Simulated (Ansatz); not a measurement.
System: BGaH4N (charge +1).

Input file:

```
crystal:
  periodic: [false, false, false]
  atoms:
    - {symbol: B, position_ang: [0.758221, -0.394622, 0.286923]}
    - {symbol: Ga, position_ang: [-0.840940, -1.675385, 0.732726]}
    - {symbol: N, position_ang: [0.810187, 0.367101, -0.848123]}
    - {symbol: H, position_ang: [1.617115, -0.402364, 1.129636]}
    - {symbol: H, position_ang: [-1.957647, -2.656774, 1.178960]}
    - {symbol: H, position_ang: [1.608721, 0.975334, -1.022547]}
    - {symbol: H, position_ang: [0.119187, 0.413815, -1.589090]}
basis:
  gaussian:
    orbitals: def2-TZVPD
total_charge: 1
hamiltonian:
  xc: pbe0
output: {forces: true, orbitals: {seedname: orbitals}}
```

Launched as:

```sh
ansatz run input.yaml --threads 1 --pin off --max-ram 2610MiB --events-out events.jsonl --progress --plain --runs-dir runs
```

Geometry: PBE0-D3(BJ)/def2-SVP.

The calculation used Ansatz, isolated molecule in a Gaussian basis; Kohn-Sham density functional theory, functional PBE0.

Question: Predict the electron density and electron localisation function between the atoms.

Answer: B–N (1.37 Å): ρ is about 2.1 e/Å³ halfway; the ELF peaks at about 0.90 between the atoms, as expected for a polar covalent bond.
Ga–B (2.10 Å): ρ is about 0.67 e/Å³ halfway; the ELF peaks at about 0.95 between the atoms: localised, covalent bonding.
N–H (1.01 Å): the density is about 2.9 e/Å³ at the midpoint; the ELF climbs to about 1 towards the hydrogen, as it does in any bond to H; an ordinary covalent bond to hydrogen.
B–H (1.20 Å): the density is about 1.3 e/Å³ at the midpoint; the ELF climbs to about 1 towards the hydrogen: a covalent bond by its length.

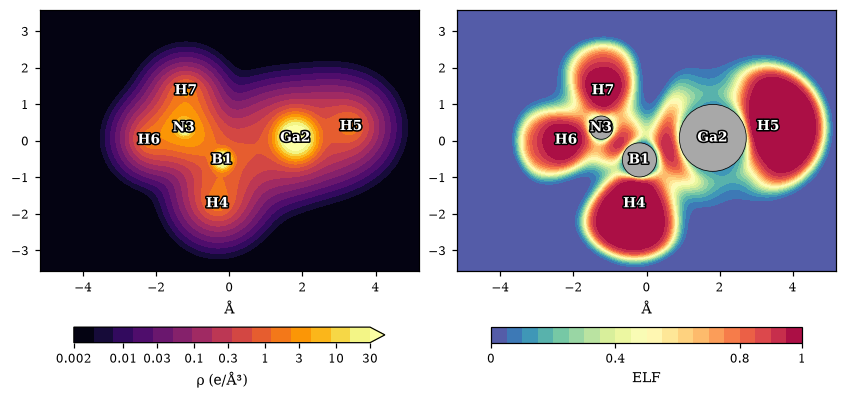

Computed electron density and electron localisation function on the molecular plane, in this order. Grey discs cover the atomic cores in the ELF map. 
